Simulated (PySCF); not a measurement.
**Cl2, SMILES `ClCl`: what the electrons do**

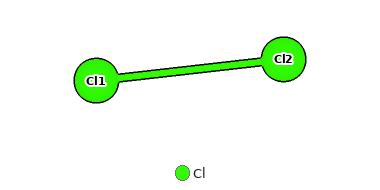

The molecule, with its atoms numbered as below. No frequency check shows the geometry to be a minimum.

Coordinates in Å:

```
Cl1      1.0084    0.0000    0.0000
Cl2     -1.0084    0.0000    0.0000
```

### 1. Bonding charge

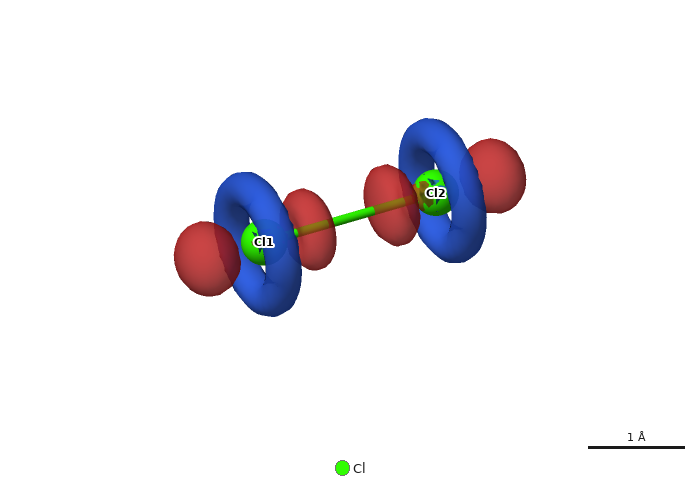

Deformation density (molecule less spherical, spin-averaged free atoms at the same positions), surfaces at ±0.15 e/Å³; blue: gain, red: loss.

Computed with PySCF, B3LYP/6-31G*, geometry: GFN2-xTB.

Question: How much density has each bond gained at its critical point, relative to the free atoms?

Answer: Cl1–Cl2: −0.01 e/Å³ at the bond critical point (bond length 2.02 Å, Mayer order 0.9). In all, 0.7 electrons gather in the regions of gain relative to the promolecule. A small or negative value marks a very polar bond, one between electron-rich atoms, whose free-atom densities already overlap strongly, a long bond to a heavier atom, or a closed-shell contact such as a hydrogen bond.

Question: Where do the Hirshfeld charges lie?

Answer: The highest Hirshfeld charge is on Cl1 and Cl2 (0.00 e), the lowest on Cl1 and Cl2 (0.00 e).

### 2. Bond critical points

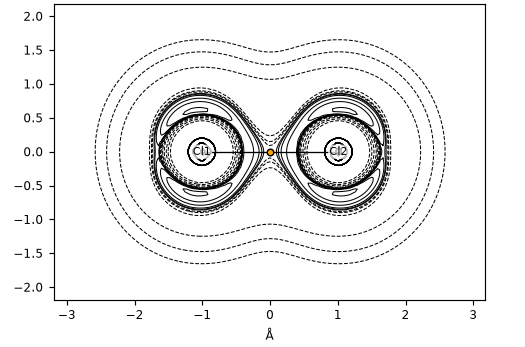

Negative Laplacian of the density (−∇²ρ) in a plane that holds the bond (solid lines positive, dashed lines negative, contours at ±0.02 to ±8 a.u.), with bond paths and bond critical points (dots).

Question: At which bond critical points in this plane is charge locally concentrated, and at which depleted?

Answer: At none is it concentrated. Depleted (∇²ρ > 0): Cl1–Cl2 (+0.01 a.u., H = −0.062). A positive Laplacian with clearly negative H marks a strongly polar covalent bond, whose critical point lies close to the core of the less electronegative atom.

### 3. Electrostatic potential

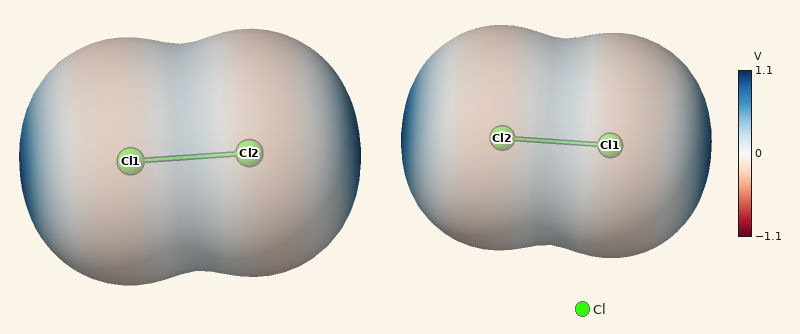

Electrostatic potential on the surface of electron density 0.001 a.u. (back view left, front view right).

Question: Where are the extremes of the potential on the surface?

Answer: Highest: 1.02 V, 1.9 Å from Cl1, and at like points elsewhere. Further maxima include 0.14 V, off the Cl1–Cl2 bond (2.1 to 2.3 Å from its atoms), and at like points elsewhere. Lowest: −0.16 V, 2.1 Å from Cl1, and at like points elsewhere. The surface is sampled at points, so like sites can differ by a few per cent and only the strongest of them is named.

Question: Does Cl1 carry a σ-hole?

Answer: Yes: a local maximum of +1.02 V lies on the extension of the Cl2–Cl1 bond.

### 4. In an electric field

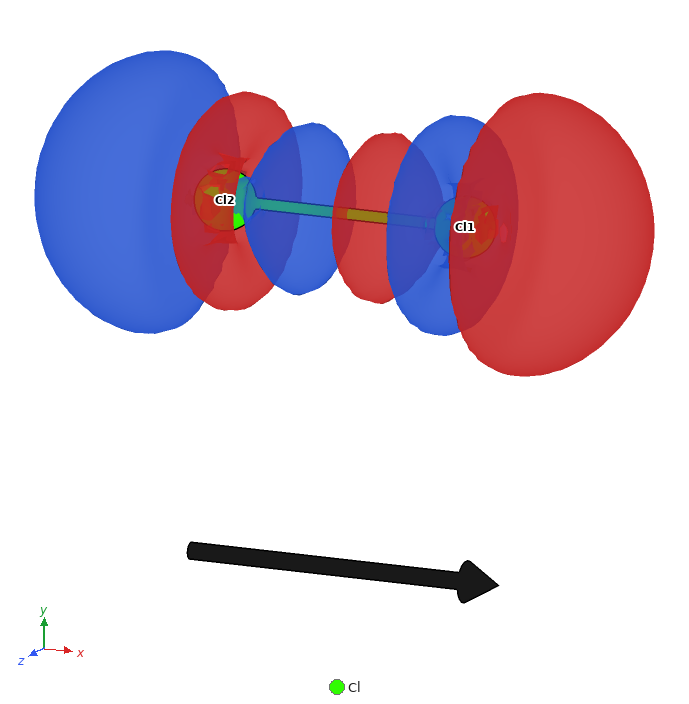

Change of the electron density in a uniform field of 0.51 V/Å along +x (arrow), surfaces at ±0.004 e/Å³ (blue: gain, red: loss).

PySCF calculation, PBE0/def2-SVP, gas phase; geometry: GFN2-xTB. A basis without diffuse functions makes polarisabilities too small.

Question: What dipole is induced, and what polarisability does it imply?

Answer: The induced dipole is 0.78 D (along the field); α along this axis, from the fields in both directions, is 31 bohr³ (4.6 Å³).

Question: Which atoms gain and lose the most charge?

Answer: Electrons gather most on Cl2 (Hirshfeld charge changes by −0.050 e) and leave Cl1 most (+0.050 e); 0.070 electrons are displaced in all.

The PySCF runs shown took 2 s and 2.8 s on 1 thread of Intel(R) Xeon(R) Platinum 8488C (Sapphire Rapids), with other jobs on the host.
